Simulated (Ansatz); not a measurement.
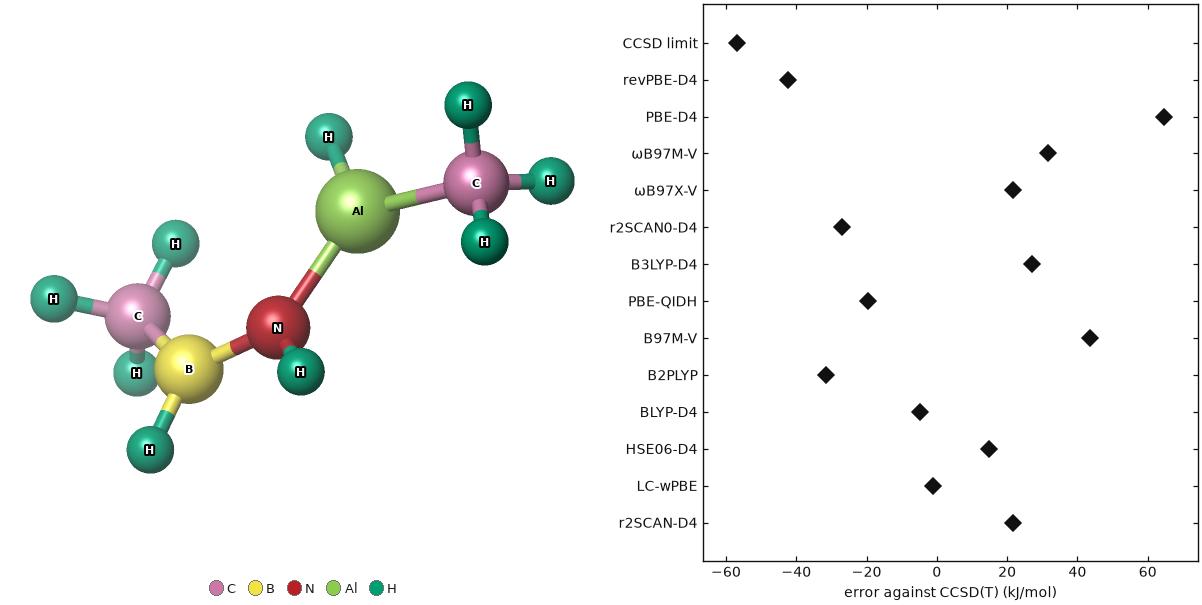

Error in the electronic atomisation energy (method less reference, so positive means overbinding) of C₂H₉AlBN, SMILES CB[NH][AlH][CH3], singlet: functionals in def2-TZVPP against frozen-core CCSD(T) at the limit (MP2 extrapolated from triple and quadruple zeta, plus CCSD(T) less MP2 in a smaller set), which gives 5150.2 kJ/mol, at a PBE0-D4/def2-TZVP geometry (a minimum by its frequencies), no zero-point or spin-orbit term, the Ansatz code 0.2.0. The reference leaves out core correlation, a term that grows with the number of heavy atoms. PBE-QIDH and B2PLYP hold a correlation term that converges slowly with the basis, so part of the distance to the limit is basis error. No dispersion term is added to PBE-QIDH, B2PLYP and LC-wPBE. Limit means the basis limit.

What range do the values span?

Answer. From −56.8 kJ/mol (CCSD limit) to 64.5 kJ/mol (PBE-D4).

Which of these levels overbind, and which underbind?

Answer. Overbind: PBE-D4, ωB97M-V, B3LYP-D4 and B97M-V. Underbind: CCSD limit, revPBE-D4, r2SCAN0-D4 and B2PLYP. Within 25 kJ/mol of zero, too close to call in view of what the reference leaves out: ωB97X-V, PBE-QIDH, BLYP-D4, HSE06-D4, LC-wPBE and r2SCAN-D4.

Limits of at least one run: one conformer of a flexible molecule.
